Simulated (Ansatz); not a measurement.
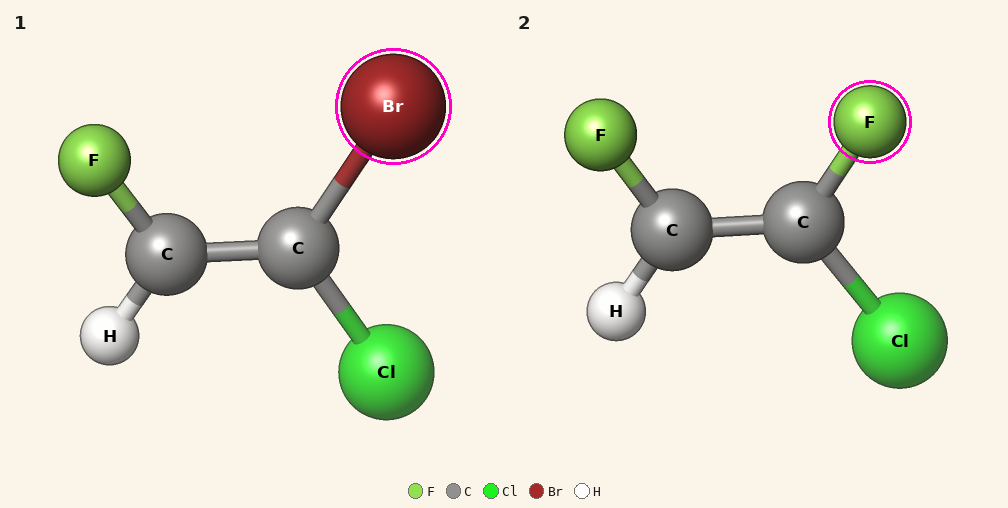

2 molecules with one skeleton, seen from the same side and at one scale; the atom that differs is circled. Each species is neutral and a spin singlet. Computed geometries: PBE0-D4/def2-TZVP optimisations, one conformation each. Properties computed with Ansatz 0.2.0.

One atom differs, called X below: Br in panel 1, F in panel 2. Their formulas are C2HBrClF (`F/C=C(/Cl)Br`), C2HClF2 (`F/C=C(\F)Cl`).

**In which is the dipole moment larger (r2SCAN-D4/def2-TZVPP)?**

In panel 2 (X = F).

**In which is the length of X–C larger (PBE0-D4/def2-TZVP)?**

In panel 1 (X = Br).

Give the values. With PBE0-D4/def2-TZVP: length of X–C (Å), angle Cl–C–X (°). With CAM-B3LYP-D4/def2-TZVPP: HOMO energy (Kohn–Sham orbital) (eV), HOMO–LUMO gap (eV). With r2SCAN-D4/def2-TZVPP: dipole moment (D).

| quantity | 1 (Br) | 2 (F) | 2 − 1 |
| --- | --- | --- | --- |
| length of X–C (Å) | 1.867 | 1.320 | −0.547 |
| angle Cl–C–X (°) | 117.5 | 114.4 | −3.1 |
| HOMO energy (Kohn–Sham orbital) (eV) | −8.67 | −8.85 | −0.18 |
| HOMO–LUMO gap (eV) | 9.33 | 9.98 | +0.65 |
| dipole moment (D) | 1.05 | 1.38 | +0.33 |
